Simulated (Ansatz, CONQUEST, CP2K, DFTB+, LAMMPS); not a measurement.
# Aqueous Cs+ and SO4 2-, 1.9 mol of salt per kg of water at 330 K (94 atoms) in other programs, against a plane-wave reference

Wanted: errors and costs of other methods on aqueous Cs+ and SO4 2-, 1.9 mol of salt per kg of water at 330 K (94 atoms). A plane-wave run serves as the reference.

Program: Ansatz 0.2.0. Level of theory: Kohn-Sham DFT, PBE, PAW, plane waves. Results are calculated unless marked as measured.

## (1) The structure

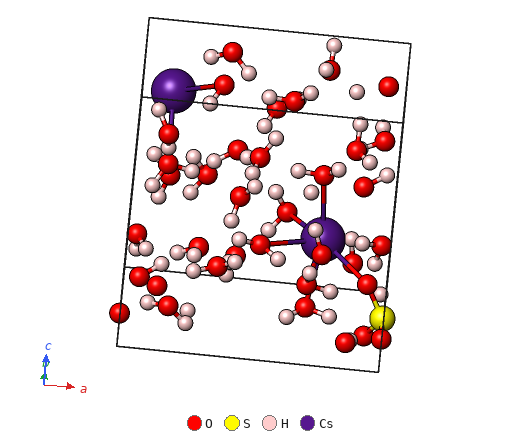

The starting structure, seen slightly off an axis (oxygen red, sulfur yellow, hydrogen pink, caesium purple). Bonds to atoms that aren't drawn are left out. Some periodic images of atoms are drawn too.

The cell holds 94 atoms: 33 O, 1 S, 58 H and 2 Cs. Its edges and angles: a = 9.892 Å, b = 9.892 Å, c = 9.892 Å, α = 90.0°, β = 90.0°, γ = 90.0°. 29 H2O, 2 Cs+, 1 SO4 2- placed at random, at 1.52 g/cm³; overlaps pushed apart, then 10 ps at 420 K with Joung-Cheatham ions (J. Phys. Chem. B 112, 9020 (2008)); MMFF94 bonds, angles, torsions, charges and radii (Halgren, J. Comput. Chem. 17, 490 (1996)) in harmonic and 12-6 forms; SPC/E water (Berendsen, Grigera and Straatsma, J. Phys. Chem. 91, 6269 (1987)). Snapshot after 20 ps at 330 K and fixed volume.

## (2) Plane-wave reference

The PAW files are the set soft_2.

input.yaml

```yaml
crystal:
  lattice:
    - [9.89209, 0.0, 0.0]
    - [0.0, 9.89209, 0.0]
    - [0.0, 0.0, 9.89209]
  atoms:
    - { symbol: O, position: [0.93122, 0.43642, 0.99971] }
    - { symbol: S, position: [0.99537, 0.35718, 0.10128] }
    - { symbol: O, position: [0.99844, 0.22213, 0.06218] }
    - { symbol: O, position: [0.13014, 0.41228, 0.12494] }
    [... 84 atom lines left out ...]
    - { symbol: H, position: [0.88032, 0.09771, 0.08424] }
    - { symbol: O, position: [0.41045, 0.14774, 0.59643] }
    - { symbol: H, position: [0.46192, 0.08871, 0.66034] }
    - { symbol: H, position: [0.38637, 0.09487, 0.5137] }
    - { symbol: Cs, position: [0.74127, 0.5869, 0.31844] }
    - { symbol: Cs, position: [0.11954, 0.56891, 0.85539] }
kpoints:
  mp_grid: { grid: [1, 1, 1] }
hamiltonian:
  xc: pbe
scf:
  occupations: { method: fermi_dirac, width: 0.05 }
output:
  forces: true
  eigenvalues: true
  populations: true
  stress: true
```

Run with:

```console
ansatz run input.yaml --threads 4 --pin off --max-ram 8192MiB --backend cpu --events-out ev --progress --plain --runs-dir out
```

Numbers of over 12 decimals in the logs are rounded to 6 here.

What it wrote:

```text
[...]
Pseudopotentials: kind: paw
Pseudopotential: O, paw, valence charge 6, recommended cutoff 420 eV (normal), O.paw.azcp
Pseudopotential: S, paw, valence charge 6, recommended cutoff 420 eV (normal), S.paw.azcp
Pseudopotential: H, paw, valence charge 1, recommended cutoff 420 eV (normal), H.paw.azcp
Pseudopotential: Cs, paw, valence charge 9, recommended cutoff 420 eV (normal), Cs.paw.azcp
[... 5 lines on functional and potentials left out ...]
Crystal: 94 atoms, lattice volume = 967.975 Å³
Basis set: ecut = 420 eV, 18949 PW (Γ), exchange–correlation on 144×144×144 points (8 copies of the dense FFT grid, shifted against one another)
Bands: 234, of which v1, the nominal top of the filled ones, is band 140 counted from 1 (139 counted from 0)
Symmetry: 1 space group operations
Space group: P1 (ITA 1), of the structure as read, at distance tolerance 9.9e-5 Å
k-points: 1
[... 9 lines on functional and potentials left out ...]
Initial density: superposition of atomic densities (neutral atoms: chi_scale 0, normalization atom), corrected by the library's trained network
Initial wavefunctions: pseudopotential atomic-orbital guess
[...]
SCF iter   1: F=—  HF=-31902.631041 eV  |F-HF|=—  |Δ(HF+E_count)|=         —  Δρ=2.99e-3  dr2=8.63e-2  ethr=1.77e-3  ⟨swp⟩=6.0  Hψ=1102  notcnv=0  defer=56
preconditioner: auto → Resta (q_TF=auto, 2.219 Å⁻¹)  ε∞=2.3  [insulator: Δε(μ)=4.391 eV  Ē_g=17.489 eV  σ=0.050 eV  W_gap=1.00  n_scr=178 (ndim 8)  ℏωp=19.9 eV  f_vac=0.238  D(μ)=0.00/eV (n_scr^D=0)  ε∞_Penn≈2.3]
[...]
SCF iter   8: F=—  HF=-31902.561625 eV  |F-HF|=—  |Δ(HF+E_count)|=   3.24e-7  Δρ=5.21e-6  dr2=2.31e-7  ethr=3.52e-10  ⟨swp⟩=2.0  Hψ=285  notcnv=0  defer=87
SCF iter   9: F=-31902.561625 eV  HF=-31902.561625 eV  |F-HF|=4.77e-10  |Δ(HF+E_count)|=   2.50e-8  Δρ=1.49e-6  dr2=1.96e-8  ethr=3.57e-11  ⟨swp⟩=15.0  Hψ=1596  notcnv=0
SCF 1 converged in 9 iterations: F = -31902.561625 eV  dr2 = 1.96e-8
[...]
SCF converged after 9 iterations
Free energy (F): -31902.561625 eV
Harris-Foulkes:  -31902.561625 eV  (|F-HF|=4.77e-10)
Internal energy: -31902.561625 eV  (E = F + TS)
E sigma→0 (E₀):  -31902.561625 eV
Fermi energy:    0.942811 eV
--- Per-component energies (eV) ---
[...]
Σ components = -31902.561625   (vs F -31902.561625, Δ=0.00e0)
--- Forces (eV/Å), atoms counted from 1 ---
  atom   1  O     -2.24905029     1.84035834    -2.08513096
  atom   2  S      0.19518948     3.46273557     2.03886173
  atom   3  O      0.71721842    -6.42008880    -2.54199474
  atom   4  O      1.75409881     0.70596863     0.82893113
[...]
atom  94  Cs     0.92064894     0.53165594    -0.94390929
  max |Σ_I F_I| component: 7.20e-5 eV/Å
--- Stress (GPa, compression-positive) ---
        0.546520      -0.296729      -0.657794
       -0.296729       1.956838       0.327483
       -0.657795       0.327483       1.234984
  P = ⅓ Tr σ = 1.2461 GPa (12.461 kbar)
--- Band table (eV) ---
  k-point 0: bands = ["-25.8780", "-21.6776", "-21.1997", "-21.0256", [... 218 levels ...], "11.3985", "11.4569", "11.5026", "11.5554", "11.5864", "11.6861", "11.7470", "11.7619", "11.7978", "11.8645", "11.9458", "12.0003"]
--- Löwdin populations: 94 sites ---
  site symbol       q [e]
     0      O      6.8012
     1      S      3.4078
     2      O      6.7736
[...]
93     Cs      8.1192
  spilling = 0.011509 (of n_electrons = 280.000000)
```

Run time: 6.6 s. Hardware: 4 threads of Intel Xeon 6975P-C (Granite Rapids), shared host; peak memory 1.2 GiB.

The column dr2 measures how far the density is from self-consistency, as an energy; F and HF (Harris–Foulkes) agree once it is small.

The run gave:

| Property | Result |
| --- | --- |
| free energy | -31902.5616 eV |
| free energy per atom | -339.3890 eV/atom |
| SCF cycles | 9 |
| pressure | 1.246 GPa |
| r.m.s. force component | 0.7625 eV/Å |
| longest force | 6.942 eV/Å |
| Fermi energy | 0.9428 eV |
| gap (highest filled to lowest empty level) | 4.313 eV |
| spilling of the projection | 0.01151 |

Neighbours are counted within 1.21 Å (H-O), 3.63 Å (O-Cs), 1.88 Å (O-S).

Length of the force by element and coordination:

```csv
element,coordination,atoms,mean length of the force (eV/Å),spread,least,most
Cs,all,2,1.02,0.405,0.612,1.42
Cs,6,1,1.42,0,1.42,1.42
Cs,7,1,0.612,0,0.612,0.612
H,all,58,0.916,0.343,0.303,1.60
O,all,33,1.12,1.21,0.321,6.94
O,1,1,6.94,0,6.94,6.94
O,2,22,0.991,0.751,0.321,3.58
O,3,10,0.818,0.308,0.377,1.39
S,all,1,4.02,0,4.02,4.02
```

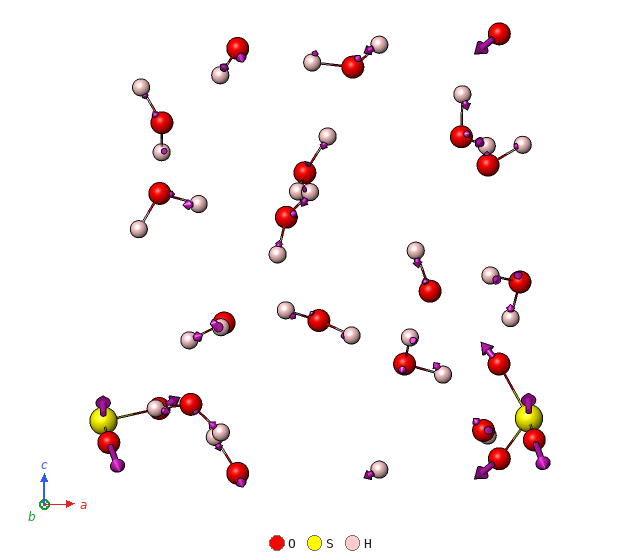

Forces as arrows; the longest in the cell is 6.94 eV/Å. Drawn is a slice 4 Å thick, seen along the normal of the ac plane. Bonds to atoms that aren't drawn are left out.

Löwdin charges by element and coordination (they lack the spilled electrons, 0.034 e an atom on average):

```csv
element,coordination,atoms,mean charge (e),spread,least,most
Cs,all,2,0.891,0.0102,0.881,0.901
Cs,6,1,0.881,0,0.881,0.881
Cs,7,1,0.901,0,0.901,0.901
H,all,58,0.384,0.0115,0.357,0.414
O,all,33,-0.710,0.0333,-0.801,-0.667
O,1,1,-0.774,0,-0.774,-0.774
O,2,22,-0.707,0.0361,-0.801,-0.667
O,3,10,-0.711,0.0188,-0.738,-0.687
S,all,1,2.59,0,2.59,2.59
```

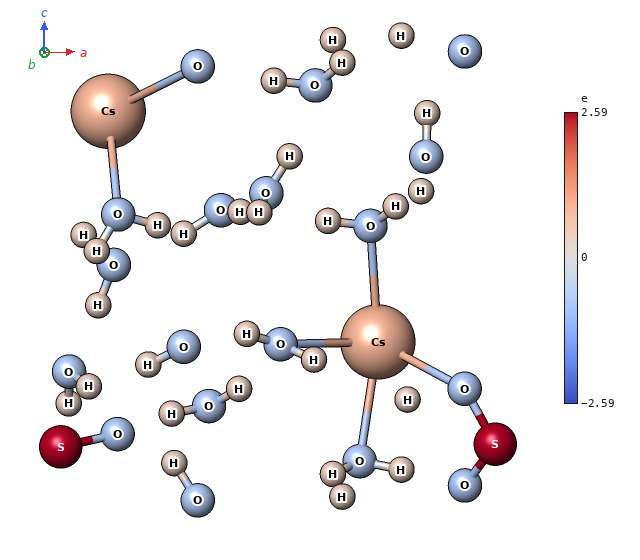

Atoms coloured by Löwdin charge. Drawn is a slice 4 Å thick, seen along the normal of the ac plane. Bonds to atoms that aren't drawn are left out.

The levels nearest the highest filled one (over half full), pooled over k-points and spins:

```csv
level less the highest filled one (eV),occupation
-0.322,2
-0.28,2
-0.190,2
-0.137,2
-0.0827,2
0,2
4.31,0
5.98,0
6.08,0
6.20,0
6.42,0
6.48,0
```

## (3) Local order

Density 1.52 g/cm³, 10.30 Å³ an atom.

Pair distribution functions g(r), in bins of 0.2 Å:

```csv
r (Å),total,H-H,H-O,H-Cs,H-S,O-O,O-Cs
0.90,2.29,0.00,5.30,0.00,0.00,0.00,0.00
1.10,2.74,0.00,6.30,0.00,0.00,0.00,0.00
1.30,0.05,0.00,0.00,0.00,0.00,0.00,0.00
1.50,0.23,0.00,0.25,0.00,0.00,0.00,0.00
1.70,1.67,2.52,1.65,0.00,0.00,0.00,0.00
1.90,0.49,0.31,0.86,0.00,0.00,0.00,0.00
2.10,0.52,1.04,0.28,0.00,0.00,0.00,0.00
2.30,0.63,1.14,0.23,0.00,0.00,0.78,0.00
2.50,0.63,1.40,0.06,0.00,2.26,0.34,0.00
2.70,0.95,0.79,0.53,0.00,3.68,2.70,2.36
2.90,0.99,0.85,0.88,0.79,3.33,1.52,2.71
3.10,1.16,0.53,1.91,1.01,0.66,0.51,2.45
3.30,1.15,1.09,1.20,1.53,0.58,1.11,0.51
3.50,1.12,1.03,1.17,2.75,0.52,0.93,0.50
3.70,1.18,0.89,1.32,2.18,0.94,1.14,1.28
3.90,1.12,1.33,0.94,0.65,1.72,1.25,0.75
4.10,0.94,0.88,0.97,1.58,1.19,0.80,1.03
4.30,0.90,1.06,0.75,0.71,0.35,0.96,1.87
4.50,0.99,1.15,0.87,1.31,0.96,0.91,0.58
4.70,0.99,1.05,0.90,0.75,0.31,1.16,2.12
```

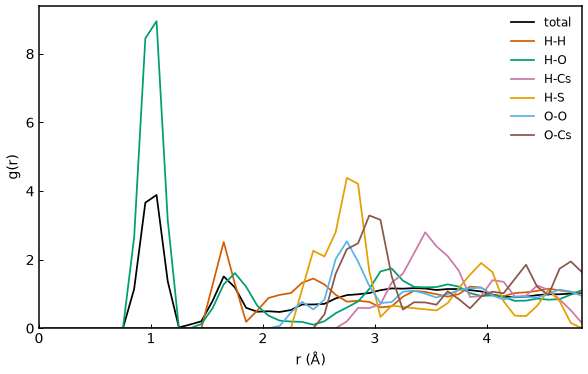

Pair distribution functions, lightly smoothed.

Bonds by pair of elements; cutoffs follow the first minimum of g(r), held within bounds set by covalent radii, and pairs that aren't listed don't count as bonded:

```csv
pair A-B,cutoff (Å),bonds,mean length (Å),spread (Å),shortest (Å),B about A,A about B
H-O,1.21,58,1,0,1,1,1.76
O-Cs,3.63,13,3.01,0.213,2.69,0.394,6.5
O-S,1.88,4,1.43,0.025,1.39,0.121,4
```

How many atoms have how many bonded neighbours:

```csv
element,mean,1,2,3,4,6,7
Cs,6.5,0,0,0,0,1,1
H,1,58,0,0,0,0,0
O,2.27,1,22,10,0,0,0
S,4,0,0,0,1,0,0
```

Hydrogen bonds between water molecules (O–O under 3.5 Å, H–O···O angle under 30°):

```csv
hydrogen bonds to other water,molecules
0,0
1,1
2,8
3,13
4,5
5,2
```

First shells of the ions:

```csv
ion,count,shell,mean number
Cs,2,water O within 4.0 A,7
```

## (4) The ladder

The programs:
- CONQUEST 1.3: pseudo-atomic orbitals (double zeta with polarisation, or contracted to multi-site or on-site support functions) with norm-conserving potentials on an integration grid.
- CP2K 2026.2: Gaussian basis with GTH pseudopotentials and a plane-wave density; labels give functional, basis (MOLOPT sets; SR short-range, UZH the newer set with its own potentials), grid cutoff/relative cutoff and solver (OT: orbital transformation; TRS4, TC2, SIGN: linear-scaling purification with its sparsity filter), or its built-in tight binding.
- DFTB+ 25.1: tight binding, with Slater–Koster sets (DFTB) or xTB through its tblite library.

All use the same cell and atoms; the electronic-structure runs use the same k-mesh, and an electronic temperature of 580 K (0.05 eV) where levels are smeared.

Differences are against the plane-wave reference, forces as r.m.s. over components; share is that over the reference's r.m.s. force, slope the least-squares factor from reference forces to these. Total energies of different programs have different zeros and aren't compared.

```csv
run,"Δ force, r.m.s. (meV/Å)",share (%),slope,Δ pressure (GPa),Δ gap (eV),cores,CPU time,memory (GiB)
reference,-,-,-,-,-,4,23 s,1.2
"CONQUEST PBE, grid 120 Ha",215,28.2,0.976,0.667,0.0356,4,6.5 min,7.0
"CP2K PBE, DZVP-MOLOPT-SR, 600/30 Ry, OT DIIS (coarse)",74.8,9.82,1.046,0.328,0.511,4,8 min,2.6
"CP2K PBE, DZVP-MOLOPT-SR, 600/50 Ry, OT DIIS",74.9,9.82,1.046,0.308,0.511,4,12 min,2.6
"CP2K PBE, DZVP-MOLOPT-SR, 840/50 Ry, OT DIIS",69.7,9.14,1.045,0.307,0.511,4,11 min,3.6
DFTB+ GFN1-xTB,433,56.8,0.949,-2.77,0.934,1,8.3 s,0.29
```

Rows marked coarse were listed beforehand as settings not expected to be converged; some can still land near the reference.

CPU time is summed over cores on a shared host, where runs went side by side, so it is rough. Symmetry, cutoffs, thresholds, outputs and thread counts weren't matched or tuned between programs; memory under MPI is the largest rank's times the ranks.

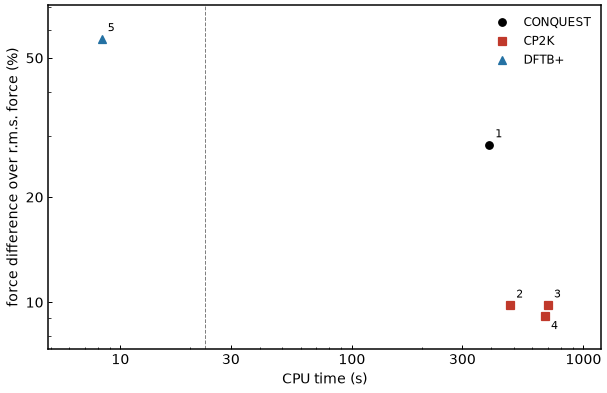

Force difference against CPU time; the dashed line marks the reference's time. Points: 1 CONQUEST PBE, grid 120 Ha; 2 CP2K PBE, DZVP-MOLOPT-SR, 600/30 Ry, OT DIIS; 3 CP2K PBE, DZVP-MOLOPT-SR, 600/50 Ry, OT DIIS; 4 CP2K PBE, DZVP-MOLOPT-SR, 840/50 Ry, OT DIIS; 5 DFTB+ GFN1-xTB.

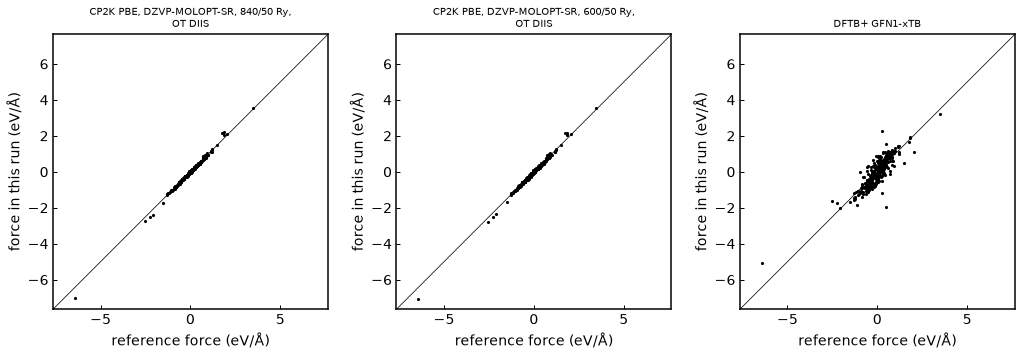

Force components against those of the reference; the line marks equality.

Mean charges by element (e), by run and scheme:

```csv
run,scheme,O,S,H,Cs
reference,Löwdin,-0.71,+2.59,+0.38,+0.89
"CP2K PBE, DZVP-MOLOPT-SR, 600/50 Ry, OT DIIS",Mulliken,-0.34,+0.72,+0.15,+0.91
"CP2K PBE, DZVP-MOLOPT-SR, 600/50 Ry, OT DIIS",Hirshfeld,-0.24,+0.48,+0.12,+0.35
"CP2K PBE, DZVP-MOLOPT-SR, 840/50 Ry, OT DIIS",Mulliken,-0.34,+0.72,+0.15,+0.91
"CP2K PBE, DZVP-MOLOPT-SR, 840/50 Ry, OT DIIS",Hirshfeld,-0.24,+0.48,+0.12,+0.35
DFTB+ GFN1-xTB,Mulliken,-0.69,+0.65,+0.36,+0.48
```

The reference's Löwdin charges lack the electrons that the projection spills, 0.034 e an atom on average.

Within one program, basis, potentials and functional, energies share a zero. Each run against its twin at the usual cutoff or grid and solver:

```csv
run,twin,Δ energy (meV/atom),"Δ force, r.m.s. (meV/Å)",CPU time over the twin's
"CP2K PBE, DZVP-MOLOPT-SR, 600/30 Ry, OT DIIS","DZVP-MOLOPT-SR, 600/50 Ry, OT DIIS",-0.189,1.93,0.69
"CP2K PBE, DZVP-MOLOPT-SR, 840/50 Ry, OT DIIS","DZVP-MOLOPT-SR, 600/50 Ry, OT DIIS",0.0031,27.0,0.97
```

## (5) Summary of results

```
reference r.m.s. force component                       : 0.762 eV/Å
nearest in forces                                      : CP2K PBE, DZVP-MOLOPT-SR, 840/50 Ry, OT DIIS, 9.1 %
farthest in forces                                     : DFTB+ GFN1-xTB, 57 %
cheapest electronic-structure run beside the reference : DFTB+ GFN1-xTB, 8.3 s of CPU time
```

**Reading.** The PBE runs in local orbitals, coarse settings apart, differ by 9.1 % (CP2K PBE, DZVP-MOLOPT-SR, 840/50 Ry, OT DIIS) to 28 % (CONQUEST PBE, grid 120 Ha); basis, grid and potentials can all enter. Tight binding differs by 57 % (DFTB+ GFN1-xTB); it is another model, with fitted parameters of its own, and the xTB methods hold dispersion. Runs with settings chosen to be coarse differ by 9.8 % (CP2K PBE, DZVP-MOLOPT-SR, 600/30 Ry, OT DIIS), their programs' other errors included. One electronic-structure run takes under half the reference's CPU time: DFTB+ GFN1-xTB, at 57 % in 8.3 s against 23 s; its pressure misses by -2.8 GPa. In CONQUEST PBE, grid 120 Ha the difference has nearly one length on every H (0.32 eV/Å) and points along its bond, outwards: this method prefers longer bonds, and stiff bonds to hydrogen turn a small shift into a large force. At the same functional, gaps differ from the reference's 4.31 eV by between +0.04 and +0.51 eV. A likely cause of the wide gaps: compact atomic orbitals describe empty levels worse than filled ones. Charges hang on model, scheme and program or settings: among these rows the mean for S runs from +0.48 to +2.59 e. In the reference: filled and empty levels are parted by 4.31 eV (at Γ alone); a semilocal functional tends to put such gaps too low. In a disordered cell it changes from sample to sample and from frame to frame. In the reference: mean Löwdin charges: Cs +0.89, H +0.38, O -0.71, S +2.59 e (they miss 1.2 % of the electrons, so they add up to more than the cell's charge). Periodic xTB results under one method name differ between programs and library versions (DFTB+ here holds tblite 0.3). With short bonds to hydrogen, sets of potentials differ among themselves by several per cent in forces even at converged cutoffs, so the reference isn't exact here either. The network of contacts between molecules at the start is that of the classical potential that made the cell, and needn't be the one that DFT or experiment would give. The concentration wasn't checked against solubility and may exceed it. The reference's PBE has no dispersion term, which matters for the binding between molecules or layers. The density was typed from a rule of thumb and may lie off the real one at this temperature. The electronic-structure runs sample only Γ, in a cell whose shortest periodic width is 10 Å. Spin–orbit coupling is left out, which matters for the levels of the heavy elements.

[Also dropped from logs without a mark: logging warnings of Python, and SIESTA's first energy breakdown and zero terms.]

[Logs are printed without paths, hosts, clocks, repeated set-up lines and the standing remarks that a program may print on its own settings, such as how far it seeks lower states.]

[Hosts, paths, dates, database ids (printed as entryN), source tags and the programs' standing remarks are cut or masked in the printed files.]

[The MMFF94 radii named for the starting cell were scaled by 0.96; in molecules described by MMFF94, hydrogen bound to N, O or S took a small fixed 12-6 site in their place.]
